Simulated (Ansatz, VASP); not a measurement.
# Cross-check of CdTe between VASP and Ansatz

One calculation is typed for both programs; each brings its own data sets. How far apart do they land? The cell is taken from a series of VASP runs on this material, whose earlier steps may have relaxed, scaled or displaced it; both programs get it as it stands. Valence electrons are named where the data sets of a main pair hold unlike numbers.

Calculated with Ansatz 0.2.0; plane waves, with VASP 6.6.1 beside it; single point at LDA and band structure at LDA.

**1. The starting structure**

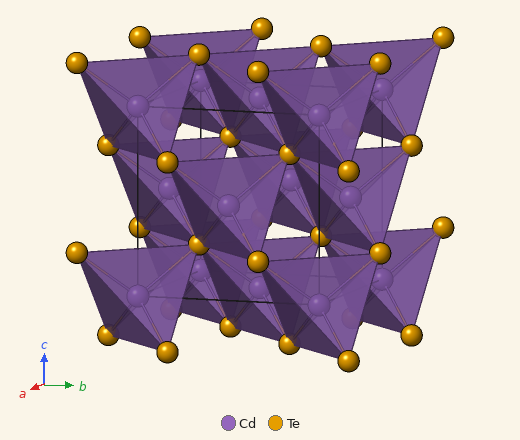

Start, viewed slightly off an axis; cadmium purple, tellurium orange. This picture shows the conventional cell, with its axes. Some periodic images of atoms are drawn too.

As a file:

```cif
data_structure
_symmetry_space_group_name_H-M 'F-43m'
_symmetry_Int_Tables_number 216
_cell_length_a 6.4100
_cell_length_b 6.4100
_cell_length_c 6.4100
_cell_angle_alpha 90.000
_cell_angle_beta 90.000
_cell_angle_gamma 90.000
_cell_volume 263.37
loop_
_atom_site_label
_atom_site_type_symbol
_atom_site_symmetry_multiplicity
_atom_site_Wyckoff_symbol
_atom_site_fract_x
_atom_site_fract_y
_atom_site_fract_z
_atom_site_occupancy
Cd1 Cd 4 a 0.00000 0.00000 0.00000 1
Te1 Te 4 d 0.25000 0.25000 0.75000 1
```

**2. Ansatz: single point, LDA**

Ansatz runs on its default PAW (the set named soft_2) files.

With cell and atoms fixed, the geometry can't cause a difference; cores, projectors, grids and the points listed under the comparison can.

The input, input.yaml:

```yaml
crystal:
  lattice:
    - [0.0, 3.205, 3.205]
    - [3.205, 0.0, 3.205]
    - [3.205, 3.205, 0.0]
  atoms:
    - { symbol: Cd, position: [0.0, 0.0, 0.0] }
    - { symbol: Te, position: [0.25, 0.25, 0.25] }
hamiltonian:
  xc: lda
  pseudopotentials: { kind: paw }
kpoints:
  mp_grid: { grid: [5, 5, 5] }
scf:
  occupations: { method: gaussian, width: 0.05 }
  n_extra_bands: 4
output:
  forces: true
  stress: true
  eigenvalues: true
```

On the command line:

```console
$ ansatz run input.yaml --threads 2 --pin off --max-ram 4608MiB --backend cpu --events-out ev --progress --plain --runs-dir out
```

Numbers of over 12 decimals in the logs are rounded to 6 here.

The log of the run:

```text
scf.n_extra_bands = 4 over 18 filled bands (N_el = 36.0): the run solves 22 bands
Engine: ansatz 0.2.0, aarch64-unknown-linux-gnu
Pseudopotentials: kind: paw
Pseudopotential: Cd, paw, valence charge 20, recommended cutoff 420 eV (normal), Cd.paw.azcp
Pseudopotential: Te, paw, valence charge 16, recommended cutoff 420 eV (normal), Te.paw.azcp
Functional definition: SPW92
  exchange = slater_x
  correlation = pw_c
Crystal: 2 atoms, lattice volume = 65.844 Å³
Basis set: ecut = 420 eV, 1243 PW (Γ)
Bands: 22, of which v1, the nominal top of the filled ones, is band 18 counted from 1 (17 counted from 0)
Symmetry: 24 space group operations
Space group: F-43m (ITA 216), of the structure as read, at distance tolerance 4.0e-5 Å
k-points: 10 of 125 (time reversal used)
Non-local potential: Cd, projectors of the file, l = 0: 3, l = 1: 2, l = 2: 2, l = 3: 1
Non-local potential: Te, projectors of the file, l = 0: 2, l = 1: 2, l = 2: 2, l = 3: 2
PAW form: soft (Blöchl's): semilocal exchange-correlation on the pseudo side does not see the compensation charge
PAW frozen core: Cd, regenerated for the run's functional, and the local potential with it (the file was generated under x = pbe(κ = 0.804, μ = 0.219515), c = pbe(β = 0.066725))
PAW frozen core: Te, regenerated for the run's functional, and the local potential with it (the file was generated under x = pbe(κ = 0.804, μ = 0.219515), c = pbe(β = 0.066725))
PAW one-centre angular grid: Cd, 590 points (default); XC on 64 Gauss nodes
PAW one-centre angular grid: Te, 590 points (default); XC on 64 Gauss nodes
Initial density: superposition of atomic densities (neutral atoms: chi_scale 0, normalization atom), corrected by the library's trained network
Initial wavefunctions: pseudopotential atomic-orbital guess
Functional: x = slater, c = lda
SCF iter   1: F=—  HF=-14945.795869 eV  |F-HF|=—  |Δ(HF+E_count)|=         —  Δρ=6.38e-3  dr2=1.87e-2  ethr=1.77e-3  ⟨swp⟩=6.1  Hψ=1046  notcnv=0
preconditioner: auto → none  [insulator: Δε(μ)=0.571 eV  Ē_g=11.390 eV  σ=0.050 eV  W_gap=1.00  n_scr=14 (ndim 8)  ℏωp=19.4 eV  f_vac=0.179  D(μ)=0.00/eV (n_scr^D=0)  ε∞_Penn≈3.9]
SCF iter   2: F=—  HF=-14945.789448 eV  |F-HF|=—  |Δ(HF+E_count)|=   6.42e-3  Δρ=2.09e-3  dr2=1.27e-3  ethr=5.21e-5  ⟨swp⟩=3.0  Hψ=520  notcnv=0
SCF iter   3: F=—  HF=-14945.789317 eV  |F-HF|=—  |Δ(HF+E_count)|=   1.31e-4  Δρ=1.01e-3  dr2=2.98e-4  ethr=3.53e-6  ⟨swp⟩=2.1  Hψ=300  notcnv=0
SCF iter   4: F=—  HF=-14945.789307 eV  |F-HF|=—  |Δ(HF+E_count)|=   9.58e-6  Δρ=2.82e-4  dr2=4.42e-5  ethr=8.28e-7  ⟨swp⟩=2.0  Hψ=300  notcnv=0
SCF iter   5: F=—  HF=-14945.789294 eV  |F-HF|=—  |Δ(HF+E_count)|=   1.29e-5  Δρ=1.97e-5  dr2=2.67e-7  ethr=1.23e-7  ⟨swp⟩=2.0  Hψ=304  notcnv=0
SCF iter   6: F=-14945.789294 eV  HF=-14945.789294 eV  |F-HF|=1.70e-8  |Δ(HF+E_count)|=   8.03e-8  Δρ=7.09e-6  dr2=2.15e-8  ethr=2.78e-10  ⟨swp⟩=6.5  Hψ=997  notcnv=0
SCF 1 converged in 6 iterations: F = -14945.789294 eV  dr2 = 2.15e-8
  greatest PAW one-centre occupation: 1.000 electrons in one spin orbital (limit 2), on the Cd atom at site 0 (counted from 0), in its partial waves of l = 0
SCF converged after 6 iterations
Free energy (F): -14945.789294 eV
Harris-Foulkes:  -14945.789294 eV  (|F-HF|=1.70e-8)
Internal energy: -14945.789294 eV  (E = F + TS)
E sigma→0 (E₀):  -14945.789294 eV
Fermi energy:    7.932223 eV
--- Per-component energies (eV) ---
  E_band       = -785.884013
  E_kinetic    = 687.631635
  E_local      = -5359.275957  (includes V_loc(G=0)·N_el)
  E_nonlocal   = -263.868887
  E_hartree    = 2700.298896
  E_xc         = -299.545270
  E_vxc        = -326.525945  (∫ρ·V_xc dr)
  E_paw        = -8457.729417  (= ΣΔE_a)
  E_vpaw       = -924.447778  (= ΣTr[D̂ρ^β])
  E_aug_tail   = -0.000224  (compensation charges beyond the density's cutoff)
  E_ewald      = -3954.745301
  E_core_change = 1.445230  (= ΣΔE_core)
  E_smearing   = -0.000000  (= −TS)
  E_closure    = -0.000000  (closes the sum)
  Σ components = -14945.789294   (vs F -14945.789294, Δ=0.00e0)
--- Forces (eV/Å), atoms counted from 1 ---
  atom   1  Cd     0.00000000    -0.00000000     0.00000000
  atom   2  Te    -0.00000000     0.00000000     0.00000000
  max |Σ_I F_I| component: 1.43e-16 eV/Å
--- Stress (GPa, compression-positive) ---
        0.043150       0.000000      -0.000000
       -0.000000       0.043150       0.000000
       -0.000000       0.000000       0.043150
  P = ⅓ Tr σ = 0.0432 GPa (0.432 kbar)
--- Band table (eV; the first three rows and the last of 10) ---
  k-point 0: bands = [... 14 lower, -0.4817, 7.6279, 7.6279, 7.6279, 8.2321, 12.1336, 12.1336, 12.1336]
  k-point 1: bands = [... 14 lower, -0.4832, 5.3494, 7.2945, 7.2945, 9.4593, 12.4487, 12.5902, 12.5902]
  k-point 2: bands = [... 14 lower, -0.2395, 3.2911, 6.8593, 6.8593, 9.3424, 12.7686, 12.7686, 14.3155]
  k-point 9: bands = [... 14 lower, 0.0209, 3.3149, 5.1002, 5.7665, 11.4980, 11.8546, 12.8665, 15.1962]
```

The job ended after 1.7 s (2 threads of Arm Neoverse N1, shared host; peak memory 0.29 GiB; 2.8 s of CPU time).

In the SCF lines HF is the Harris–Foulkes energy and dr2 the Hartree energy of the density residual, in eV; the loop may stop once dr2 is under the threshold and the program's other checks hold. Hψ counts applications of the Hamiltonian.

The run ends at a pressure of 0.04 GPa.

**3. VASP: single point, LDA**

The same cell, functional (in two slightly different forms), mesh and smearing now go to VASP, with its own data sets.

Lines of VASP's logs that name or quote its potential files are left out, and so is its time.

The input, INCAR:

```
SYSTEM = CdTe
PREC = Accurate
ENCUT = 400
EDIFF = 1E-06
NELM = 100
ISMEAR = 0
SIGMA = 0.05
LREAL = .FALSE.
ALGO = Normal
GGA = CA
NBANDS = 15
LORBIT = 11
LWAVE = .FALSE.
LCHARG = .TRUE.
ISIF = 2
LELF = .TRUE.
LVHAR = .TRUE.
```

The input, POSCAR:

```
CdTe
1.0
    0.0000000000      3.2050000000      3.2050000000
    3.2050000000      0.0000000000      3.2050000000
    3.2050000000      3.2050000000      0.0000000000
Cd Te
1 1
Direct
    0.0000000000      0.0000000000      0.0000000000
    0.2500000000      0.2500000000      0.2500000000
```

The input, KPOINTS:

```
Automatic mesh
0
Gamma
5 5 5
0 0 0
```

Potentials, in the order of the species: Cd and Te (LDA family, release 64).

On the command line:

```console
$ mpirun -np 2 vasp_std
```

The log of the run:

```text
[banner, memory and clock lines left out]
running    2 mpi-ranks, on    1 nodes
 distrk:  each k-point on    2 cores,    1 groups
 distr:  one band on    1 cores,    2 groups

 POSCAR found type information on POSCAR CdTe
 POSCAR found :  2 types and       2 ions
 LDA part: xc-table for (Slater(with rela. corr.)+CA(PZ))
 , standard interpolation
|                                                                             |
|           W    W    AA    RRRRR   N    N  II  N    N   GGGG   !!!           |
|           W    W   A  A   R    R  NN   N  II  NN   N  G    G  !!!           |
|           W    W  A    A  R    R  N N  N  II  N N  N  G       !!!           |
|           W WW W  AAAAAA  RRRRR   N  N N  II  N  N N  G  GGG   !            |
|           WW  WW  A    A  R   R   N   NN  II  N   NN  G    G                |
|           W    W  A    A  R    R  N    N  II  N    N   GGGG   !!!           |
|                                                                             |
|     The number of bands has been changed from the values supplied in        |
|     The orbitals not found in the WAVECAR file will be initialized with     |
|     random numbers, which is usually adequate. For correlated               |
|     calculations, however, you should redo the groundstate calculation.     |
|     I found NBANDS = 15. Now, NBANDS = 16.                                  |
|                                                                             |

 POSCAR, INCAR and KPOINTS ok, starting setup
 FFT: planning ... GRIDC
 FFT: planning ... GRID_SOFT
 FFT: planning ... GRID
 WAVECAR not read
 entering main loop
       N       E                     dE             d eps       ncg     rms          rms(c)
DAV:   1     0.819456243082E+02    0.81946E+02   -0.71993E+03   336   0.785E+02
DAV:   2    -0.340618737716E+01   -0.85352E+02   -0.82303E+02   400   0.214E+02
DAV:   3    -0.624733577695E+01   -0.28411E+01   -0.28381E+01   384   0.410E+01
DAV:   4    -0.627627438772E+01   -0.28939E-01   -0.28937E-01   480   0.349E+00
DAV:   5    -0.627633676102E+01   -0.62373E-04   -0.62373E-04   400   0.152E-01    0.605E+00
DAV:   6    -0.605302396816E+01    0.22331E+00   -0.37102E-01   400   0.779E+00    0.484E+00
DAV:   7    -0.602961827322E+01    0.23406E-01   -0.95484E-02   376   0.209E+00    0.177E+00
DAV:   8    -0.602769497835E+01    0.19233E-02   -0.10843E-02   352   0.123E+00    0.432E-01
DAV:   9    -0.602743462272E+01    0.26036E-03   -0.80213E-04   416   0.318E-01    0.117E-01
DAV:  10    -0.602742494263E+01    0.96801E-05   -0.90967E-05   360   0.839E-02    0.524E-02
DAV:  11    -0.602742823565E+01   -0.32930E-05   -0.22111E-05   392   0.444E-02    0.282E-02
DAV:  12    -0.602742746044E+01    0.77522E-06   -0.17528E-06   344   0.133E-02
   1 F= -.60274275E+01 E0= -.60274275E+01  d E =-.609030E-15
```

From OUTCAR (step 3):

```text
ion  position               nearest neighbor table
   1  0.000  0.000  0.000-   2 2.78   2 2.78   2 2.78   2 2.78
   2  0.250  0.250  0.250-   1 2.78   1 2.78   1 2.78   1 2.78

  LATTYP: Found a face centered cubic cell.
 ALAT       =     6.4100000000

 Subroutine GETGRP returns: Found 24 space group operations
 (whereof 24 operations were pure point group operations)

The static configuration has the point symmetry T_d .

 Found     10 irreducible k-points:

   k-points           NKPTS =     10   k-points in BZ     NKDIM =     10   number of bands    NBANDS=     16

   dimension x,y,z NGX =    30 NGY =   30 NGZ =   30
   dimension x,y,z NGXF=    60 NGYF=   60 NGZF=   60

   ENCUT  =  400.0 eV  29.40 Ry    5.42 a.u.   7.39  7.39  7.39*2*pi/ulx,y,z

   NELECT =      18.0000    total number of electrons

 k-points in reciprocal lattice and weights: Automatic mesh
   0.00000000  0.00000000  0.00000000       0.008
   0.20000000  0.00000000  0.00000000       0.064
   0.40000000  0.00000000  0.00000000       0.064
   0.20000000  0.20000000  0.00000000       0.048
   0.40000000  0.20000000  0.00000000       0.192
  -0.40000000  0.20000000  0.00000000       0.192
  -0.20000000  0.20000000  0.00000000       0.096
   0.40000000  0.40000000  0.00000000       0.048
  -0.40000000  0.40000000  0.00000000       0.096
  -0.40000000  0.40000000  0.20000000       0.192

 average (electrostatic) potential at core
       1 -39.6381       2 -92.0471

 E-fermi :   2.7405

 k-point     1 :       0.0000    0.0000    0.0000
  band No.  band energies     occupation
    ...
      5      -5.6564      2.00000
      6      -5.6564      2.00000
      7       2.4772      2.00000
      8       2.4772      2.00000
      9       2.4772      2.00000
     10       3.1224      0.00000
     11       6.9458      0.00000
     12       6.9458      0.00000
     13       6.9458      0.00000
     14       9.7309      0.00000
    ...

 k-point     2 :       0.2000    0.0000    0.0000
  band No.  band energies     occupation
    ...
      5      -5.6575      2.00000
      6      -5.6575      2.00000
      7       0.2015      2.00000
      8       2.1417      2.00000
      9       2.1417      2.00000
     10       4.3309      0.00000
     11       7.2952      0.00000
     12       7.4025      0.00000
     13       7.4025      0.00000
     14      10.7199      0.00000
    ...

 k-point     3 :       0.4000    0.0000    0.0000
  band No.  band energies     occupation
    ...
      5      -5.6491      2.00000
      6      -5.4072      2.00000
      7      -1.8659      2.00000
      8       1.7048      2.00000
      9       1.7048      2.00000
     10       4.2056      0.00000
     11       7.5761      0.00000
     12       7.5761      0.00000
     13       9.1811      0.00000
     14      10.5076      0.00000
    ...

  Total       -0.0029583     -0.0029583     -0.0029583      0.0000000     -0.0000000      0.0000000
  in kB       -0.0719856     -0.0719856     -0.0719856      0.0000000     -0.0000000      0.0000000
  external PRESSURE =      -0.0719856 kB  Pullay stress =       0.0000000 kB

  energy-cutoff  :      400.00
  volume of cell :       65.84
      direct lattice vectors                 reciprocal lattice vectors
     0.000000000  3.205000000  3.205000000    -0.156006240  0.156006240  0.156006240
     3.205000000  0.000000000  3.205000000     0.156006240 -0.156006240  0.156006240
     3.205000000  3.205000000  0.000000000     0.156006240  0.156006240 -0.156006240

 POSITION                                       TOTAL-FORCE (eV/Angst)
 -----------------------------------------------------------------------------------
      0.00000      0.00000      0.00000         0.000000      0.000000      0.000000
      1.60250      1.60250      1.60250        -0.000000     -0.000000     -0.000000
 -----------------------------------------------------------------------------------
    total drift:                                0.000001      0.000001      0.000000

  FREE ENERGIE OF THE ION-ELECTRON SYSTEM (eV)
  ---------------------------------------------------
  free  energy   TOTEN  =        -6.0274274604 eV

  energy  without entropy=       -6.0274274604  energy(sigma->0) =       -6.02742746

 total charge
# of ion       s       p       d       tot
------------------------------------------
    1        0.486   0.341   9.518  10.345
    2        1.354   2.070   0.025   3.449
--------------------------------------------------
tot          1.841   2.411   9.543  13.794

[... 3 further parts left out ...]
```

The gap is read on the k-mesh alone, so it is an upper bound where the band edges lie off the mesh.

**4. Comparison**

Known differences besides the potentials themselves: the two LDA forms differ slightly; the data sets hold 36 valence electrons in Ansatz (on its default PAW (the set named soft_2) files) and 18 in VASP; the cutoff is 420 eV in Ansatz and 400 eV in VASP; VASP's log shows a relativistic correction to its local exchange, Ansatz's none. Total energies have different zeros and are not compared.

Both answers:

```csv
quantity,Ansatz,VASP,difference
pressure (GPa),0.04,-0.01,+0.05
gap on the k mesh (eV),0.604,0.645,-0.041
```

A gap on the mesh is an upper bound, since the band edges may lie between its points. Ansatz's pressure holds a Pulay correction of 0.03 GPa; VASP's holds none.

**5. Ansatz: band structure, LDA**

The same path points are solved in both programs, so levels can be compared one by one.

The cell is taken from a series of VASP runs on this material, whose earlier steps may have relaxed, scaled or displaced it; both programs get it as it stands.

input.yaml, the sections that differ from step 2:

```yaml
kpoints:
  mp_grid: { grid: [5, 5, 5] }
  band_path:
    path:
      - [0.0, 0.0, 0.0]
      - [0.16667, 0.0, 0.16667]
      - [0.33333, 0.0, 0.33333]
      - [0.5, 0.0, 0.5]
      - [0.5, 0.08333, 0.58333]
      - [0.5, 0.18333, 0.68333]
      - [0.5, 0.25, 0.75]
      - [0.45, 0.3, 0.75]
      - [0.40833, 0.34167, 0.75]
      - [0.35, 0.35, 0.7]
      - [0.225, 0.225, 0.45]
      - [0.075, 0.075, 0.15]
      - [0.03333, 0.03333, 0.03333]
      - [0.23333, 0.23333, 0.23333]
      - [0.4, 0.4, 0.4]
      - [0.51667, 0.46667, 0.51667]
      - [0.55833, 0.38333, 0.55833]
      - [0.60833, 0.28333, 0.60833]
      - [0.60833, 0.25, 0.64167]
      - [0.55833, 0.25, 0.69167]
      - [0.51667, 0.25, 0.73333]
      - [0.5, 0.3, 0.7]
      - [0.5, 0.38333, 0.61667]
      - [0.5, 0.48333, 0.51667]
      - [0.475, 0.475, 0.55]
      - [0.425, 0.425, 0.65]
      - [0.38333, 0.38333, 0.73333]
      - [0.59167, 0.18333, 0.59167]
      - [0.55, 0.1, 0.55]
      - [0.5, 0.0, 0.5]
    npoints: 1
scf:
  occupations: { method: gaussian, width: 0.05 }
  n_extra_bands: 7
# crystal, hamiltonian, output: as in step 2
```

On the command line:

```console
$ ansatz run input.yaml --threads 2 --pin off --max-ram 4608MiB --backend cpu --events-out ev --progress --plain --runs-dir out
```

The log of the run:

```text
[...]
Crystal: 2 atoms, lattice volume = 65.844 Å³
Basis set: ecut = 420 eV, 1243 PW (Γ)
Bands: 25, of which v1, the nominal top of the filled ones, is band 18 counted from 1 (17 counted from 0)
Symmetry: 24 space group operations
[...]
k-points: 10 of 125 (time reversal used)
[...]
k-point 0: bands = [... 14 lower, -0.4817, 7.6279, 7.6279, 7.6279, 8.2321, 12.1336, 12.1336, 12.1336, ... 3 higher]
  k-point 1: bands = [... 14 lower, -0.4832, 5.3494, 7.2945, 7.2945, 9.4593, 12.4487, 12.5902, 12.5902, ... 3 higher]
  k-point 2: bands = [... 14 lower, -0.2396, 3.2911, 6.8593, 6.8593, 9.3424, 12.7686, 12.7686, 14.3155, ... 3 higher]
  k-point 9: bands = [... 14 lower, 0.0209, 3.3149, 5.1002, 5.7665, 11.4980, 11.8546, 12.8665, 15.1962, ... 3 higher]
[key lines of the parts left out:]
SCF converged after 6 iterations
Free energy (F): -14945.789294 eV
Fermi energy:    7.932220 eV
P = ⅓ Tr σ = 0.0432 GPa (0.432 kbar)
```

The job ended after 4.1 s (2 threads; peak memory 0.29 GiB; 7.4 s of CPU time).

(Part 1 of 2 ends here.)

[Lines on the potential files, build, host, timing and source positions are cut from VASP's logs without a mark.]

[Logs are printed without paths, hosts, clocks, repeated set-up lines and the standing remarks that a program may print on its own settings, such as how far it seeks lower states.]

[Hosts, paths, dates, database ids (printed as entryN), source tags and the programs' standing remarks are cut or masked in the printed files.]
